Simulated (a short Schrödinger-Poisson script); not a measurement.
Structure: gated In0.52Al0.48As/In0.53Ga0.47As modulation-doped gas in a quantum well, at 20 K.

| layer | material | thickness (nm) | Nd (cm⁻³) | Na (cm⁻³) |
|---|---|---|---|---|
| 1 | In0.52Al0.48As | 10 | - | - |
| 2 | In0.52Al0.48As | 30 | 2.4e18 | - |
| 3 | In0.52Al0.48As | 5 | - | - |
| 4 | In0.53Ga0.47As | 15 | - | - |
| 5 | In0.52Al0.48As | 4000 | - | 7e14 |

Constants are typed, rounded textbook-type inputs, not results; the design itself was drawn at random and stands for no fabricated device. In0.52Al0.48As: permittivity 12.5, conduction-band edge (eV) 0.52, gap (eV) 1.45, electron mass (mₑ) 0.075, Nv at 300 K (cm⁻³) 1.1e19. In0.53Ga0.47As: permittivity 13.9, conduction-band edge (eV) 0, gap (eV) 0.74, Nv at 300 K (cm⁻³) 7.7e18.

Channel valleys (confinement mass, in-plane density-of-states mass, number): Γ 0.041, 0.041, 1. At the gate the conduction-band edge of layer 1 lies 0.65 eV − eVg above the Fermi level of the channel; the field vanishes at the back. Donor level 0.006 eV below the band edge. The barrier under the gate holds no holes. Gaps are held at their typed values at every temperature. Mesh 0.08 nm at interfaces.

Solved with a short Schrödinger-Poisson script written for these runs: 1D Poisson equation in equilibrium, electrons quantum, Hartree (BenDaniel-Duke, 40 states a valley, the channel's in-plane mass for all, wave functions free to enter the barrier), parabolic valleys, classical holes, donors ionised by Fermi statistics, acceptors fully, no traps, pinning or gate leakage.

Only gate voltages with over 1e8 electrons/cm² are shown.

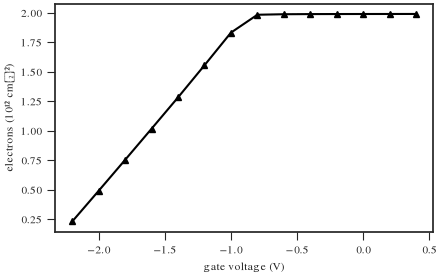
Sheet density against gate voltage

```csv
Vg (V),electrons (cm⁻²),in the channel layer,C (μF/cm²),Γ E0 (meV),Γ E1 (meV)
0.4,1.99e12,1.93e12,0.715,-101.3,-14.8
0,1.99e12,1.93e12,0.511,-101.3,-14.8
-0.4,1.99e12,1.93e12,0.418,-101.3,-14.8
-0.8,1.98e12,1.93e12,0.358,-101.1,-14.7
-1.2,1.55e12,1.52e12,0.221,-86.5,-4.1
-1.6,1.02e12,1.00e12,0.213,-59.3,20.7
-2,4.90e11,4.84e11,0.210,-28.6,50.7
```

Subbands count from the Fermi level.
